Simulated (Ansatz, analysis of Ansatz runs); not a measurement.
# A hop of Pb in La2PbS4 (I-42d), charge +2, part 2 of 4

Aim: the barrier of one jump in La2PbS4 (I-42d) at charge +2: Pb_i by the interstitialcy path. The model is a cell of 56 host atoms with 1 Pb put in; Pb is the atom that moves.

Ansatz 0.2.0; plane-wave PAW DFT, PBEsol; nudged elastic band between two relaxed defect structures at fixed charge in a uniform background.

So far: The structure; Relaxation of the start point, charge +2.

### 3. Relaxation of the end point, charge +2

Level of this step: plane-wave PAW DFT, PBEsol; relaxation of all atoms of a defect supercell at fixed charge in a uniform background (Ansatz).

The end point is relaxed in the same cell and settings, so that the two energies compare. Atoms more than 3.2 Å from the middle of the hop start where the first relaxation left them, the nearer ones on or close to their ideal places, with small random displacements.

Contents of qp2.end/input.yaml:

```yaml
crystal:
  lattice:
    - [0.0, 8.68700356, 8.64614061]
    - [8.68700356, 0.0, 8.64614061]
    - [8.68700356, 8.68700356, 0.0]
  atoms:
    - { symbol: La, position: [0.11860651, 0.00647297, 0.13002615] }
    - { symbol: La, position: [0.36766087, 0.25421583, 0.38536211] }
    - { symbol: La, position: [0.62006091, 0.50493909, 0.62993909] }
[... 2 atom lines left out ...]
    - { symbol: La, position: [0.25493909, 0.37006091, 0.99506091] }
[... 4 atom lines left out ...]
    - { symbol: La, position: [0.74911287, 0.12524706, 0.12490108] }
[... 7 atom lines left out ...]
    - { symbol: Pb, position: [0.8729, 0.0021, 0.7479] }
[... 6 atom lines left out ...]
    - { symbol: S, position: [0.47082915, 0.22337449, 0.10559432] }
[... 4 atom lines left out ...]
    - { symbol: S, position: [0.73059432, 0.32520204, 0.84582915] }
[... 4 atom lines left out ...]
    - { symbol: S, position: [0.82065247, 0.23193143, 0.60193354] }
[... 1 atom line left out ...]
    - { symbol: S, position: [0.34745779, 0.09862052, 0.98092382] }
[... 5 atom lines left out ...]
    - { symbol: S, position: [0.85591268, 0.94724724, 0.97335199] }
[... 1 atom line left out ...]
    - { symbol: S, position: [0.33048792, 0.60877666, 0.81816791] }
[... 3 atom lines left out ...]
    - { symbol: S, position: [0.45020204, 0.35559432, 0.72082915] }
[... 6 atom lines left out ...]
    - { symbol: Pb, position: [0.625, 0.125, 0.875] }
total_charge: 2
basis:
  ecutwfc: 420
  xc_grid: 2
hamiltonian:
  xc: pbesol
kpoints:
  mp_grid: { grid: [1, 1, 1], shift: [0.25, 0.25, 0.25] }
scf:
  occupations: { method: fixed }
  max_iter: 150
output:
  forces: true
relax:
  f_tol: 0.02
  max_steps: 70
  random_displacement: { amplitude: 0.01, seed: 4892 }
```

Started as:

```console
> ansatz run input.yaml --threads 32 --pin off --max-ram 84787MiB --backend cuda --events-out ev --progress --plain --runs-dir out --max-vram 78GiB
```

Numbers of over 12 decimals in the logs are rounded to 6 here.

Log:

```text
[...]
Crystal: 57 atoms, lattice volume = 1304.945 Å³
Basis set: ecut = 420 eV, 25557 PW (Γ), exchange–correlation on 180×180×180 points (8 copies of the dense FFT grid, shifted against one another)
Bands: 303, of which v1, the nominal top of the filled ones, is band 246 counted from 1 (245 counted from 0)
Symmetry: 1 space group operations
k-points: 1
[...]
SCF iter   1: F=—  HF=-232801.616651 eV  |F-HF|=—  |Δ(HF+E_count)|=         —  Δρ=6.87e-3  dr2=1.12e0  ethr=1.77e-3  ⟨swp⟩=6.0  Hψ=1228  notcnv=0  defer=55
[...]
SCF iter   2: F=—  HF=-232801.348754 eV  |F-HF|=—  |Δ(HF+E_count)|=   2.68e-1  Δρ=2.55e-3  dr2=1.15e-1  ethr=2.28e-4  ⟨swp⟩=4.0  Hψ=557  notcnv=0  defer=55
[...]
SCF iter   7: F=-232801.333193 eV  HF=-232801.333195 eV  |F-HF|=1.72e-6  |Δ(HF+E_count)|=   2.09e-6  Δρ=1.03e-5  dr2=3.36e-6  ethr=2.03e-9  ⟨swp⟩=6.0  Hψ=1139  notcnv=0
[...]
- { symbol: Pb, position: [0.377472, 0.873717, 0.622855] }
    - { symbol: Pb, position: [0.853420, 0.017276, 0.737469] }
    - { symbol: Pb, position: [0.870172, 0.367803, 0.134051] }
    - { symbol: Pb, position: [0.025562, 0.001601, 0.457954] }
    - { symbol: Pb, position: [0.259109, 0.253096, 0.745024] }
    - { symbol: Pb, position: [0.501922, 0.499703, -0.002936] }
    - { symbol: Pb, position: [0.749544, 0.751108, 0.251040] }
    - { symbol: S, position: [0.226902, 0.969350, 0.861020] }
    - { symbol: S, position: [0.464981, 0.226080, 0.108288] }
    - { symbol: S, position: [0.719661, 0.478754, 0.351865] }
    - { symbol: S, position: [0.970657, 0.724923, 0.609181] }
    - { symbol: S, position: [0.232620, 0.827107, 0.339396] }
    - { symbol: S, position: [0.475011, 0.076963, 0.595210] }
    - { symbol: S, position: [0.734284, 0.319494, 0.843911] }
    - { symbol: S, position: [0.985020, 0.569326, 0.101411] }
[...]
- { symbol: S, position: [0.228765, 0.469151, 0.198940] }
    - { symbol: S, position: [0.470413, 0.721457, 0.450415] }
    - { symbol: S, position: [0.704055, 0.964902, 0.690814] }
    - { symbol: S, position: [0.973583, 0.223671, 0.950198] }
    - { symbol: Pb, position: [0.579426, 0.144177, 0.900928] }
[key lines of the parts left out:]
SCF converged after 2 iterations
```

Run time: 5.8 s. Hardware: 1 × NVIDIA GB200 with 32 threads of Arm Neoverse V2, shared host; peak memory 1.4 GiB; 21 s of CPU time.

Step by step:

```csv
step,energy less that of the first step (eV),largest force component (eV/Å)
1,0.0000,4.6930
2,-4.0238,2.3193
3,-5.7296,0.5744
4,-6.1482,0.2029
5,-6.1644,0.1142
6,-6.1690,0.0565
7,-6.1713,0.0059
8,-6.1713,0.0058
```

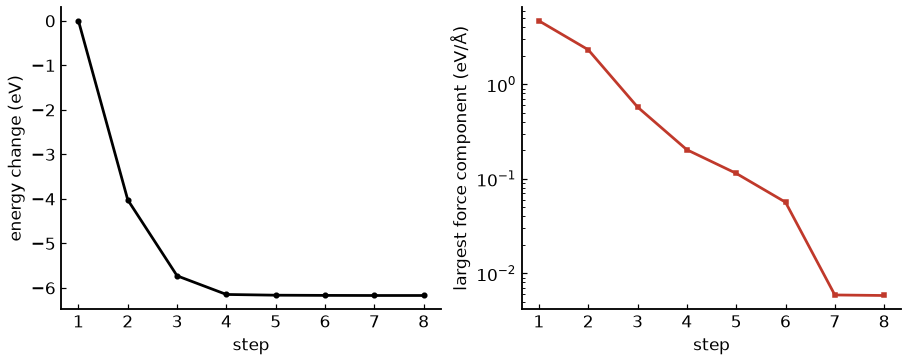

Energy and largest force along the relaxation.

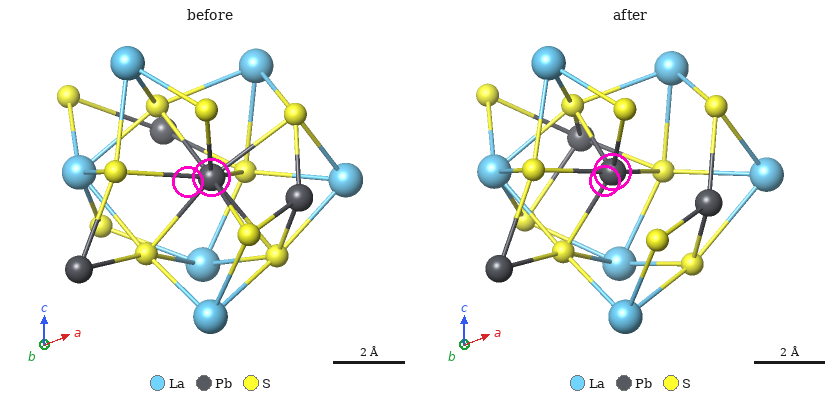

Before and after: the atoms that start within 5 Å of the centre. Pb57, which moves most, is ringed if it is among them. A ring with no atom in it marks the middle of the ideal hop.

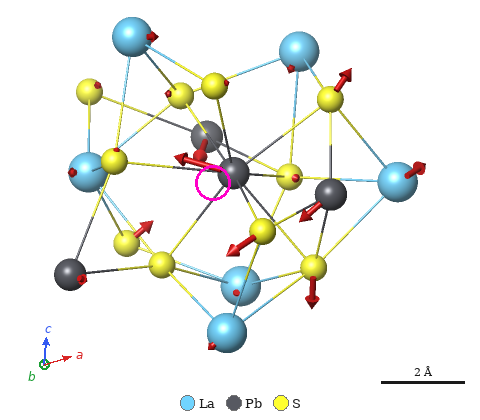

Displacements in the relaxation from the typed sites near the centre, exaggerated; the longest in the cell stands for 0.48 Å. A ring marks the middle of the ideal hop wherever no atom is near it.

The atoms that moved most (Å, from the sites as typed, ahead of the random displacement):

```csv
atom,dx,dy,dz,length
Pb57,0.393,-0.171,-0.227,0.485
Pb23,-0.378,-0.163,-0.229,0.471
Pb21,-0.374,-0.161,0.231,0.468
S55,-0.065,-0.292,-0.181,0.350
S36,0.021,-0.244,0.228,0.335
La5,0.146,0.186,0.206,0.314
La4,-0.048,0.134,-0.234,0.274
Pb19,0.042,-0.260,-0.036,0.266
```

Neighbours of Pb57 at the end:

```csv
atom,distance (Å)
S26,2.654
S38,2.757
S50,2.788
Pb19,2.984
S47,3.125
S31,3.151
S55,3.495
S44,3.507
```

This step gave:

```
free energy                                                                                       : -232807.5045 eV
r.m.s. move of the farther half of the atoms                                                      : 0.1077 Å
largest move from the ideal geometry of this structure, a common shift of the far atoms taken out : 0.4924 Å
```

The relaxation gained 6.171 eV and ended with a largest force component of 0.0058 eV/Å. The end lies 0.011 eV above the start.

(Continued in part 3 of 4.)

[Logs are printed without paths, hosts, clocks, repeated set-up lines and the standing remarks that a program may print on its own settings, such as how far it seeks lower states.]

[Hosts, paths, dates, database ids (printed as entryN), source tags and the programs' standing remarks are cut or masked in the printed files.]
